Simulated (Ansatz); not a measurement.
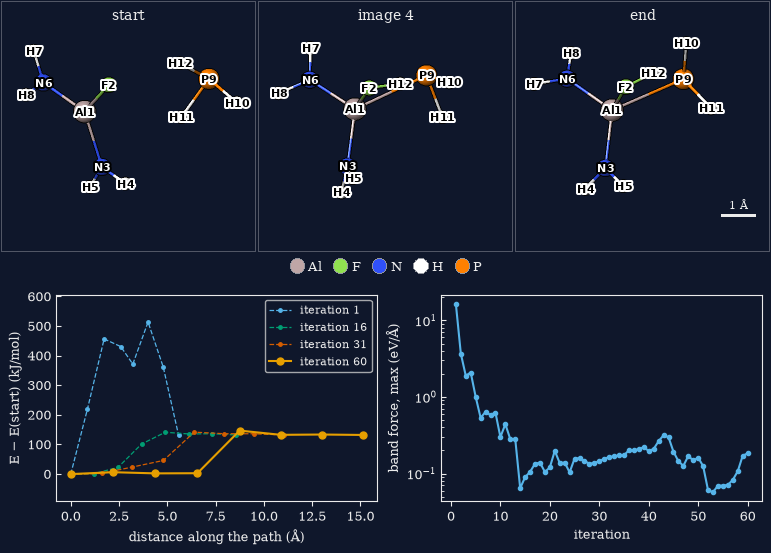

A nudged-elastic-band calculation for AlPN2H7F, made up at the start of AlN$_{2}$H$_{4}$F and PH3. Images are numbered from 0 (start) to 7 (end). The plot follows the band through its iterations. A ball-and-stick model, seen face on.

Computed with RKS B3LYP/def2-SVP in Ansatz. Settings: 6 movable images; no climbing image; force threshold 0.03 eV/Å; iteration limit 60; starting path through a guess of the saddle point.

Judge this run.

Answer. The result isn't final. The band hadn't converged when the run stopped after 60 iterations. The largest component of the band force went from 16 to 0.18 eV/Å. The barrier read from it is provisional: over the last two iterations the highest image moved from 144.4 kJ/mol to 147.0 kJ/mol. The first iteration put the highest image at 513.7 kJ/mol. The energy climbs by 147.0 kJ/mol to image 4 and then falls by 14.8 kJ/mol, so the end point sits at +132.2 kJ/mol.

Limits of the set-up: the start holds two separate molecules, 2.6 Å apart at their closest, whose relative position is a soft coordinate and is computed without a dispersion correction.

The run took 9.7 min on 4 threads of Arm Neoverse V1, with other jobs on the host, peak memory 0.27 GiB.
